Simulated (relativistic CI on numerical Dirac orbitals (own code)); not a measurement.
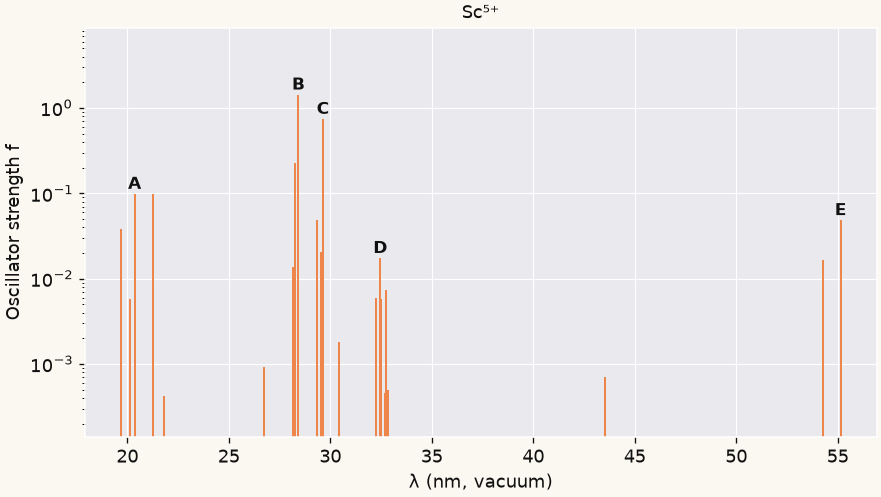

The plot shows absorption lines from the lowest level (oscillator strengths f) for Sc⁵⁺. Computed by relativistic configuration interaction, KLI exchange-only orbitals, Breit term, model QED, valence Slater integrals scaled by 0.85, a P86 correlation estimate for each configuration (in-house radial CI code).

Question: Which transitions are the lettered lines?

Answer: A: 3s² 3p³ 4s ³D°₃ ← 3s² 3p⁴ ³P₂, 20.35 nm, f = 0.099; B: 3s² 3p³ 3d ³D°₃ ← 3s² 3p⁴ ³P₂, 28.43 nm, f = 1.4; C: 3s² 3p³ 3d ³P°₂ ← 3s² 3p⁴ ³P₂, 29.62 nm, f = 0.74; D: 3s² 3p³ 3d ³P°₂ ← 3s² 3p⁴ ³P₂, 32.46 nm, f = 0.017; E: 3s 3p⁵ ³P°₂ ← 3s² 3p⁴ ³P₂, 55.15 nm, f = 0.049. The strongest, B, lies in the extreme ultraviolet region.

Note: configurations can be misplaced by up to about 7 % of their energy; only a limited list of configurations is included, so lower levels can be missing; only lines among the lowest 200 of 2043 levels are drawn, so those from 3s² 3p² 3d² and 3s² 3p³ 4d are incomplete.
